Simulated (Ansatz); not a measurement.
# FGeH3OSi: vertical spin-state energies from a Python script

Which spin state of FGeH3OSi lies lowest at this geometry? Wanted for FGeH3OSi: vertical spin-state energies. SMILES: F[SiH]1[O][GeH2]1.

Computed with Ansatz 0.2.0, driven from Python. Level of theory: CAM-B3LYP/def2-TZVP.

### Step 1. Starting point

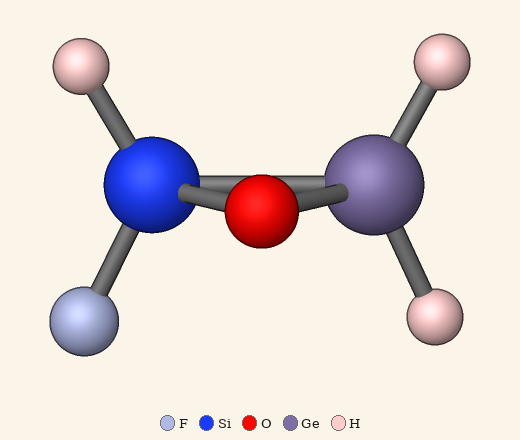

The starting structure, viewed from a chosen angle; fluorine light blue, silicon blue, oxygen red, germanium purple, hydrogen pink.

The script holds or builds the structure itself.

### Step 2. Script

spin_fgeh3osi.py reads:

```python
"""Vertical spin-state energies of FGeH3OSi."""

import ansatz

system = (
    ansatz.Crystal.molecule()
    .atom("F", (-2.1612, 0.7684, 0.4251))
    .atom("Si", (-0.7003, 0.8445, -0.331))
    .atom("O", (0.496, 0.6136, 0.8179))
    .atom("Ge", (0.6917, -0.9991, 0.0455))
    .atom("H", (-0.3167, 1.9062, -1.2875))
    .atom("H", (1.9437, -1.1161, -0.7451))
    .atom("H", (0.1081, -2.0855, 1.0294))
)

calculation = (
    system.calculation()
    .basis(gaussian="def2-TZVP")
    .functional("cam_b3lyp")
)
found = {}
for unpaired in [0, 2, 4]:
    rep = calculation.spin("collinear", total=unpaired).run().report
    s = unpaired / 2
    found[unpaired] = rep["free_energy_ev"]
    print(f"2S+1 = {unpaired + 1}: E = {found[unpaired]:.5f} eV, <S^2> = {abs(rep['mean_field']['state']['spin_squared']):.3f} (pure state {s * (s + 1):.2f})")
lowest = min(found, key=found.get)
for unpaired, e in found.items():
    print(f"multiplicity {unpaired + 1}: {96.485332 * (e - found[lowest]):.1f} kJ/mol above the lowest")
```

### Step 3. The input behind the calls

The engine receives this input (first run):

```yaml
crystal:
  periodic: [false, false, false]
  atoms:
    - { symbol: F, position_ang: [-2.1612, 0.7684, 0.4251] }
    - { symbol: Si, position_ang: [-0.7003, 0.8445, -0.331] }
    - { symbol: O, position_ang: [0.496, 0.6136, 0.8179] }
    - { symbol: Ge, position_ang: [0.6917, -0.9991, 0.0455] }
    - { symbol: H, position_ang: [-0.3167, 1.9062, -1.2875] }
    - { symbol: H, position_ang: [1.9437, -1.1161, -0.7451] }
    - { symbol: H, position_ang: [0.1081, -2.0855, 1.0294] }
basis:
  gaussian:
    orbitals: def2-TZVP
hamiltonian:
  xc: cam_b3lyp
magnetization:
  spin_polarized: true
  initial_magnetization: 0.0
```

### Step 4. The run

On the command line:

```sh
$ python spin_fgeh3osi.py
```

The program printed:

```text
2S+1 = 1: E = -69214.69358 eV, <S^2> = 0.000 (pure state 0.00)
2S+1 = 3: E = -69211.64639 eV, <S^2> = 2.005 (pure state 2.00)
2S+1 = 5: E = -69204.79251 eV, <S^2> = 6.017 (pure state 6.00)
multiplicity 1: 0.0 kJ/mol above the lowest
multiplicity 3: 294.0 kJ/mol above the lowest
multiplicity 5: 955.3 kJ/mol above the lowest
```

Wall time 81 s (1 thread of Arm Neoverse V1, shared host); peak memory 0.89 GiB.

### Step 5. What changed from run to run

The engine's inputs for the other runs:

Run 2, against run 1:

```diff
@@ -18 +18 @@
-  initial_magnetization: 0.0
+  initial_magnetization: 2.0
```

Run 3, against run 1:

```diff
@@ -18 +18 @@
-  initial_magnetization: 0.0
+  initial_magnetization: 4.0
```

Lines on the test bed's own set-up are left out of the output.

### Step 6. The runs side by side

From the records of these 3 runs:

| run | 2S+1 | energy from run 1 (eV) | <S²> | SCF cycles | CPU time (s) |
| --- | --- | --- | --- | --- | --- |
| 1 | 1 | 0.0000 | 0.00 | 18 | 14 |
| 2 | 3 | 3.0472 | 2.01 | 28 | 17 |
| 3 | 5 | 9.9011 | 6.02 | 56 | 50 |

### Step 7. What came out

| quantity | value |
| --- | --- |
| runs compared | 3 |
| lowest | run 1 (2S+1 = 1) |
| next above it by | 3.047 eV |

**Reading.** In order: multiplicity 1 (+0.00 eV), multiplicity 3 (+3.05 eV) and multiplicity 5 (+9.90 eV), all at the one geometry. The geometry is a force-field or estimated start, not a minimum of this method, and the basis set is short of its limit. All parts are taken at fixed geometry, without zero-point energy.
